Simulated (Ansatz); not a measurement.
Nudged elastic band of TaHCl₄OF (part 2 of 2)

The same run, continued: TaHCl₄OF, multiplicity 2; UKS PBE/def2-SVP (Ansatz 0.2.0). The run did not end well. It belongs to a series of runs on one base structure; here: band between the two ends.

Geometry of the input (Å):
```
Ta 0.3126  -0.0688  -0.0573
Cl 2.3571  1.4481  0.1428
O  0.4035  -0.2413  1.8193
H  0.8628  -0.3879  2.6630
Cl 0.6533  0.0095  -2.3799
Cl -1.2094  1.6610  -0.0475
F  -0.6806  -1.6495  -0.2424
Cl 2.6260  -1.2208  0.0091
```

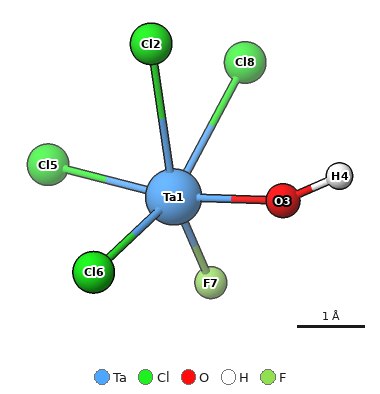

The starting structure (ball-and-stick view, seen at a tilt; atoms are numbered from 1 in the order of the input). Sticks mark near contacts.

```
Unfinished report: {"positions_ang":[[0.019932808799497072,0.03789806300907274,-0.012407220955338354],[2.3478133324255337,0.04833196139195351,-0.11581237424337065],[0.047724864479609164,-0.1338612540485634,1.8786931389585224],[-0.15488225282566442,-0.7332752280802968,2.618604269086811],[-0.11061260723845491,-0.16499162982045062,-2.349611223630612],[-1.0243807098227766,2.086135947362113,0.012313722324257339],[-1.000897877700111,-1.5451519718467466,0.021356710294936233],[5.200603451882367,-0.04488787796708196,-0.146036021835207]],"unchecked":["starts","cluster_reference","orbital_swaps","neighbouring_geometries","increment"],"mean_field":{"relativity":"none","state":{"energy":{"ev":-56385.600600910926,"hartree":-2072.1326025506814},"converged":true,"gradient_ev":4.191895605054165e-6,"stability":{"kind":"minimum","curvature_ev":0.3492397018097365},"curvature_floor_ev":0.00030000000000000003,"spin_squared":0.7513957830032538},"others":[],"fillings":{"estimated":0,"unestimated":0,"tried":0,"untried":0,"excluded_magnetic_sites":0},"n_dropped_functions":0,"n_trapped_functions":0,"passes":{"evaluations":8,"products":45},"factors":{"origin":"density fitting in generated functions","count":1433,"bound_ev":null},"gradient_stop_ev":0.000010477191054292095,"reference_kind":"stationary","functional":{"name":"PBE","citations":["Perdew, Burke & Ernzerhof, Phys. Rev. Lett. 77, 3865 (1996) doi:10.1103/PhysRevLett.77.3865"],"text":"name \"PBE\"\ncite \"Perdew, Burke & Ernzerhof, Phys. Rev. Lett. 77, 3865 (1996) doi:10.1103/PhysRevLett.77.3865\"\nparent pbe\nparameter kappa = 0.804\nparameter beta = 0.06672455060314922\nexchange = pbe_x(kappa = kappa, mu = beta*pi^2/3)\ncorrelation = pbe_c(beta = beta)\n","parameters":{"beta":{"value":0.06672455060314922,"default":0.06672455060314922},"kappa":{"value":0.804,"default":0.804}},"final_grid":{"core_spheres":13.0,"valence_spheres":11.0,"degree":36.0},"final_grid_parameter_source":"default","radial_points_factor":1.0,"radial_grid_error_ev":3.125828648923977e-7,"grid_sensitivity":"normal","grid_sensitivity_ratio":0.001870803151768979},"unsmoothed_excess_ev":-0.00006487630494312592,"symmetry":{"irreps":["A"],"axes":[[0.9995391164811873,0.02956110206928558,0.006906219548849998],[-0.029569933925212576,0.9995620171368174,0.0011802139787142557],[-0.006868306317149854,-0.0013838864932753,0.999975455312033]],"occupied":[{"A":50},{"A":49}]},"density_repulsion":{"missed_ev":0.00007344635857668684,"excess_ev":0.0000734446903170453,"most_excess_ev":0.001287,"are_drawn_again":false,"n_first_factors":1433,"energy_change_ev":0.0,"n_dropped_ends":0},"direct_passes":"host"},"factors":{"origin":"density fitting in generated functions","count":1433,"bound_ev":null},"n_frozen":0,"n_occupied":[50,49],"n_virtual":[87,88],"reference":{"ev":-56385.600600910926,"hartree":-2072.1326025506814},"total":{"ev":-56385.600600910926,"hartree":-2072.1326025506814},"forces_ev_per_angstrom":[[0.054777945712356425,0.005814179332361147,0.07367839923561965],[-0.03055138082214349,0.05807525137880313,-0.021417889463496705],[-0.008234564539093901,-0.06278975516218793,-0.028151860733528187],[0.02748258852354087,0.061791213775291044,0.03325865338342906],[-0.0009302911877065699,-0.0095781719642204,-0.03710975565518989],[0.024926173364827237,-0.0007847695158274218,0.005183388747431838],[-0.07842988830526758,-0.0486674883138726,-0.03989293208631273],[0.010959417224724464,-0.003860459478310447,0.014451996583945708]],"charge_distribution":{"dipole_moment_e_ang":[-0.33044948351178954,-0.07782193731475437,0.5974362507133685],"mulliken_charges_e":[0.8895722598444706,-0.1491230644425947,-0.31799171676784077,0.2298274372767477,-0.21864035221635092,-0.13871341028134765,-0.22992070938597742,-0.06501044402707734],"lowdin_charges_e":[-1.4127514117135256,0.3929592118217755,0.1973078938015087,0.03741310801446518,0.3367380085313876,0.41106464315046765,0.10656333101515436,-0.06929478462122418]},"n_threads":4,"memory_gib":4.261363637633622,"seconds":{"hamiltonian":4.571443111,"orbitals":0.0,"second_order":0.0,"solver_start":0.0,"cycles":0.0,"cycle":0.0,"perturbative":0.0,"full_ci_increment":0.0,"forces":0.0}}
this run last wrote the band of iteration 39 to [file]
Error: NEB band did not converge after 39 iterations: max|band force component| = 1.59e-1 eV/Å (threshold 5.0e-2); raise `neb.max_iterations` in a new run, which can start from the last band evaluated (`neb.initial_path`, with `crystal.atoms` and `neb.final_atoms` set to its first and last images), add images, or start from endpoints closer to local minima. Where this run's directory can be resumed (`checkpoint.write`), a resume goes on for up to `neb.max_iterations` more; to start a new run from the last band, take its images' positions from the `neb_iteration` event of iteration 39 (`data.images[].positions_ang`), in the event stream of the run that computed that iteration (not this run's, if it was resumed behind it). With `checkpoint.write`, `steps/00-neb/state/checkpoint.json` in the run directory holds the last saved band, under `neb.evaluated.images[].positions_ang` (a band under a hybrid functional on support functions is neither saved nor resumed: `neb.initial_path` says where its path is): check the last entry of `neb.iterations` there, which is earlier than 39 if that iteration was not saved or its write failed. If the band's step has no `state` directory and holds `state.next`, a write was cut short, and the file is under `state.next` instead (behind a loss of power it can be under `state.prev`)
this run wrote the band of iteration 39 to [file] as well, whether or not its events were kept: a new run's `neb.initial_path` can list its `images[].positions_ang`
a run's events are kept only if it was started with --events-out <file>, and are in that file
```

### The last band as extended XYZ (Å, eV, eV/Å)
```
8
Properties=species:S:1:pos:R:3:forces:R:3 image=0 energy=-56386.52871
Ta    0.3126   -0.0688   -0.0573    0.0166  -0.0042   0.0107
Cl    2.3571    1.4481    0.1428   -0.0016  -0.0029   0.0028
O     0.4035   -0.2413    1.8193    0.0081   0.0018   0.0008
H     0.8628   -0.3879    2.6630   -0.0071   0.0036  -0.0162
Cl    0.6533    0.0095   -2.3799    0.0018  -0.0015   0.0015
Cl   -1.2094    1.6610   -0.0475   -0.0134   0.0130   0.0028
F    -0.6806   -1.6495   -0.2424   -0.0068  -0.0092  -0.0015
Cl    2.6260   -1.2208    0.0091    0.0023  -0.0006  -0.0009
8
Properties=species:S:1:pos:R:3:forces:R:3 image=1 energy=-56386.04246
Ta    0.2354    0.0944   -0.0373    0.0872   0.0040   0.0144
Cl    2.3467    1.2699    0.0155    0.0219   0.1683  -0.0063
O     0.3578   -0.1616    1.8226    0.0841  -0.0020   0.0020
H     0.5136   -0.6129    2.6686    0.0608  -0.0117  -0.0266
Cl    0.4638   -0.0927   -2.3578    0.0880   0.0044  -0.0132
Cl   -1.2922    1.7911   -0.0247   -0.0133  -0.0868  -0.0045
F    -0.6750   -1.5552   -0.1333    0.0704  -0.0172  -0.0059
Cl    3.3752   -1.1829   -0.0464   -0.3992  -0.0590   0.0401
8
Properties=species:S:1:pos:R:3:forces:R:3 image=2 energy=-56385.79752
Ta    0.0936    0.1278   -0.0223    0.0416   0.1176  -0.0398
Cl    2.3078    0.9810   -0.0101   -0.0056   0.0577  -0.0006
O     0.2216   -0.1389    1.8391    0.0272   0.0084   0.0003
H     0.3275   -0.6678    2.6471    0.0423  -0.0098   0.0180
Cl    0.2877   -0.1211   -2.3445    0.0399   0.0074   0.0068
Cl   -1.3360    1.9085   -0.0158   -0.0366  -0.0578   0.0039
F    -0.7636   -1.5507   -0.0880   -0.0124  -0.0611  -0.0067
Cl    4.1867   -0.9887   -0.0984   -0.0964  -0.0624   0.0182
8
Properties=species:S:1:pos:R:3:forces:R:3 image=3 energy=-56385.67745
Ta    0.0267    0.0911   -0.0152    0.0122   0.0333   0.0319
Cl    2.3208    0.5960   -0.0424   -0.0010   0.0797  -0.0043
O     0.0992   -0.1348    1.8619    0.0181  -0.0424   0.0110
H     0.0794   -0.7124    2.6447    0.0157   0.0464  -0.0068
Cl    0.0749   -0.1481   -2.3490    0.0285  -0.0013  -0.0184
Cl   -1.2344    2.0026   -0.0049   -0.0254  -0.0379   0.0063
F    -0.8802   -1.5642   -0.0367   -0.0163  -0.0209  -0.0223
Cl    4.8389   -0.5801   -0.1512   -0.0319  -0.0567   0.0025
8
Properties=species:S:1:pos:R:3:forces:R:3 image=4 energy=-56385.60054
Ta    0.0199    0.0379   -0.0124    0.0548   0.0058   0.0737
Cl    2.3478    0.0483   -0.1158   -0.0306   0.0581  -0.0214
O     0.0477   -0.1339    1.8787   -0.0082  -0.0628  -0.0282
H    -0.1549   -0.7333    2.6186    0.0275   0.0618   0.0333
Cl   -0.1106   -0.1650   -2.3496   -0.0009  -0.0096  -0.0371
Cl   -1.0244    2.0861    0.0123    0.0249  -0.0008   0.0052
F    -1.0009   -1.5452    0.0214   -0.0784  -0.0487  -0.0399
Cl    5.2006   -0.0449   -0.1460    0.0110  -0.0039   0.0145
8
Properties=species:S:1:pos:R:3:forces:R:3 image=5 energy=-56385.70011
Ta   -0.0200    0.0666   -0.0857    0.0081   0.0412  -0.0419
Cl    2.3039    0.3677   -0.3523    0.0019   0.0275  -0.0698
O     0.2251   -0.2543    1.7585    0.0477  -0.0179  -0.0217
H     0.2889   -0.9058    2.4779    0.0421   0.0256   0.0535
Cl   -0.0590   -0.2019   -2.4205   -0.0446   0.0131  -0.0160
Cl   -1.1341    2.0597    0.0294    0.0172  -0.0398   0.0190
F    -1.1379   -1.4530   -0.0712   -0.0269  -0.0287  -0.0113
Cl    4.8586   -0.1288    0.5711   -0.0454  -0.0211   0.0882
8
Properties=species:S:1:pos:R:3:forces:R:3 image=6 energy=-56385.83304
Ta   -0.0436    0.0592   -0.1507   -0.0094  -0.0520   0.0239
Cl    2.2658    0.6335   -0.3963    0.0084   0.0097  -0.0553
O     0.3485   -0.4333    1.6168    0.0612  -0.0167  -0.0222
H     0.8296   -0.9656    2.2750    0.0808   0.0556  -0.0232
Cl    0.0893   -0.2632   -2.4665   -0.0356   0.0191  -0.0291
Cl   -1.1818    2.0189    0.0663   -0.0101  -0.0050   0.0104
F    -1.3115   -1.3393   -0.2011    0.0165   0.0250   0.0019
Cl    4.3290   -0.1601    1.1635   -0.1118  -0.0357   0.0936
8
Properties=species:S:1:pos:R:3:forces:R:3 image=7 energy=-56386.15012
Ta   -0.0480    0.0203   -0.1926    0.0624  -0.0741   0.1547
Cl    2.2236    0.8869   -0.3018   -0.0065   0.0486  -0.0261
O     0.4658   -0.7010    1.4599    0.1421  -0.0100  -0.0805
H     1.3158   -0.8522    1.9455    0.1669   0.1458  -0.1832
Cl    0.2924   -0.3536   -2.4685    0.0024  -0.0343  -0.0433
Cl   -1.1816    1.9674    0.1487   -0.0200   0.0171   0.0164
F    -1.4603   -1.2196   -0.2971   -0.0578   0.0156   0.0315
Cl    3.7176   -0.1979    1.6131   -0.2895  -0.1088   0.1306
8
Properties=species:S:1:pos:R:3:forces:R:3 image=8 energy=-56386.39325
Ta   -0.0251   -0.0375   -0.2493   -0.0214  -0.0022  -0.0259
Cl    2.1760    1.1337   -0.1602   -0.0088   0.0058   0.0072
O     0.6604   -1.0532    1.1259    0.0130  -0.0013   0.0173
H     1.5598   -0.8747    1.6099   -0.0065  -0.0043  -0.0001
Cl    0.4854   -0.5654   -2.4437   -0.0051   0.0002   0.0071
Cl   -1.0683    1.9421    0.3061    0.0118   0.0049  -0.0007
F    -1.6429   -0.9967   -0.3196    0.0143  -0.0009  -0.0024
Cl    3.1800    0.0021    2.0380    0.0026  -0.0022  -0.0025
```

### Outcome

```json
{"quantity": "outcome", "value": "not converged"}
{"quantity": "barrier, forward (band not converged)", "value": "0.928 eV"}
{"quantity": "barrier, backward", "value": "0.793 eV"}
{"quantity": "hardware", "value": "4 threads of Arm Neoverse V2, 24 GiB of memory available, shared host"}
{"quantity": "wall time", "value": "20 min (CPU time 76 min)"}
{"quantity": "peak memory", "value": "0.33 GiB"}
```

### What went wrong

The run did not converge: “NEB band did not converge after 39 iterations: max|band force component| = 1.59e-1 eV/Å (threshold 5.0e-2); raise `neb.max_iterations` in a new run, which can start from the last band evaluated (`neb.initial_path`, with `crystal.atoms` and `neb.final_atoms` set to its first and last images), add images, or start from endpoints closer to local minima …” Its last values are not results.
